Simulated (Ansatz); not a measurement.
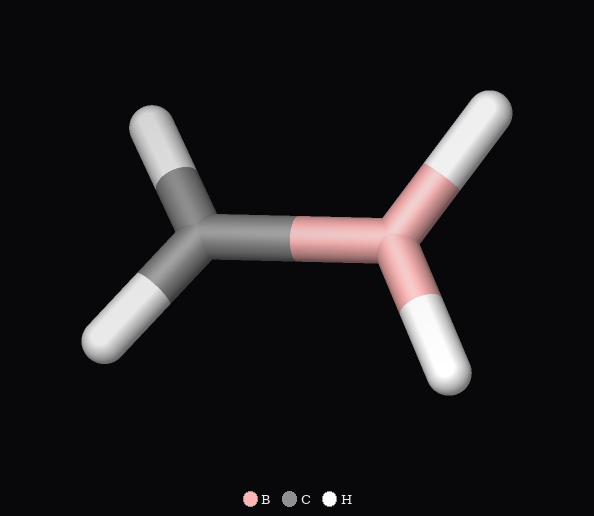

Rendered structure (stick style).

The species is neutral and a spin doublet. The computed structure is the end point of a PBE0-D4/def2-TZVP optimisation. No frequency run is at hand to confirm it as a minimum.

Question: Which formula does it have?

Answer: CH₄B, 6 atoms: 1 carbon, 4 hydrogen and 1 boron.

Question: Count the bonded pairs by element.

Answer: 2 C–H, 2 B–H, 1 C–B. Sticks follow a distance rule.

The parts below concern this one geometry. Atoms keep their numbers from picture to picture.

Shape

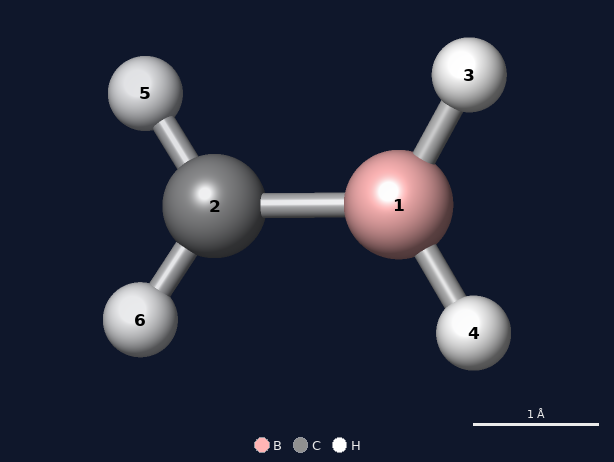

Atoms carry their numbers in the input. No frequency run is at hand to confirm it as a minimum.

Which atoms are bonded, and how long are the bonds?

```csv
bond,length (Å)
B1–C2,1.523
B1–H3,1.197
B1–H4,1.197
C2–H5,1.087
C2–H6,1.087
```

Dipole moment

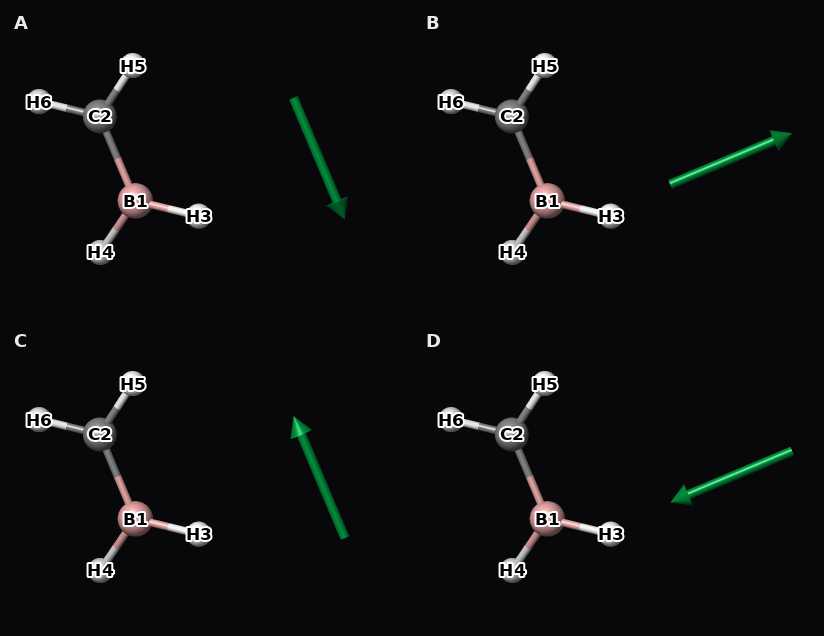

The same molecule four times, each with an arrow. No frequency run is at hand to confirm it as a minimum. Level of theory: UKS PBE0-D4/def2-TZVP (Ansatz 0.2.0).

Question: Which arrow points along the dipole moment, from the negative to the positive end?

Answer: C. The dipole moment is 1.24 D; it points from the side of H3, H4 to the side of H5, H6 (the outermost atoms at the two ends).

Charges

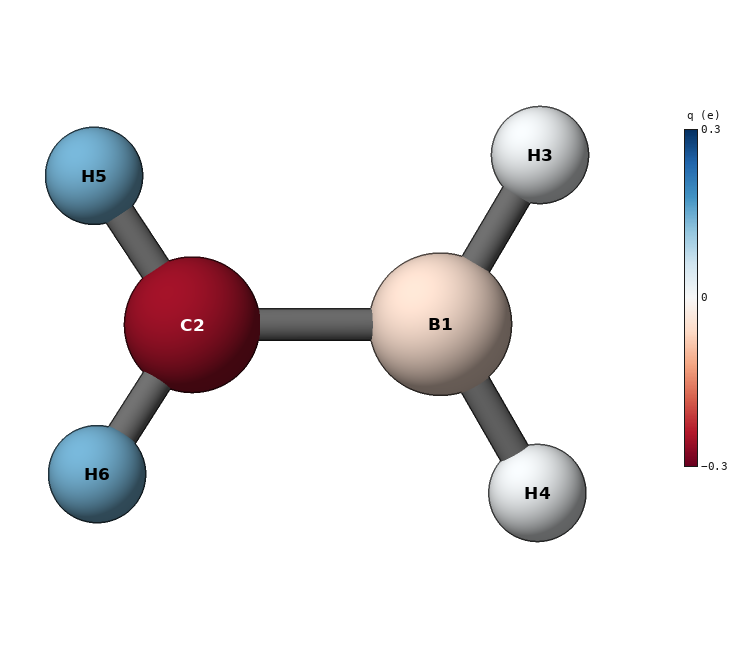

Atoms are coloured by their Mulliken charges. No frequency run is at hand to confirm it as a minimum. Properties computed with UKS PBE0-D4/def2-TZVP (Ansatz 0.2.0).

Question: Which atom carries the highest charge (most positive or least negative)?

Answer: H5, H6 (0.14 e).

Question: And the lowest?

Answer: C2 (−0.25 e).

Give the Mulliken charges atom by atom.

```json
{"atom": "B1", "value (e)": "−0.05"}
{"atom": "C2", "value (e)": "−0.25"}
{"atom": "H3", "value (e)": "0.01"}
{"atom": "H4", "value (e)": "0.01"}
{"atom": "H5", "value (e)": "0.14"}
{"atom": "H6", "value (e)": "0.14"}
```

Electronic properties

No frequency run is at hand to confirm it as a minimum. Properties computed with UKS PBE0-D4/def2-TZVPP (Ansatz 0.2.0).

What does the calculation give?

- HOMO energy (Kohn–Sham orbital): −7.96 eV
- ⟨S²⟩ of the determinant: 0.754

Mulliken values depend strongly on the basis set and can even reverse the polarity of a bond.
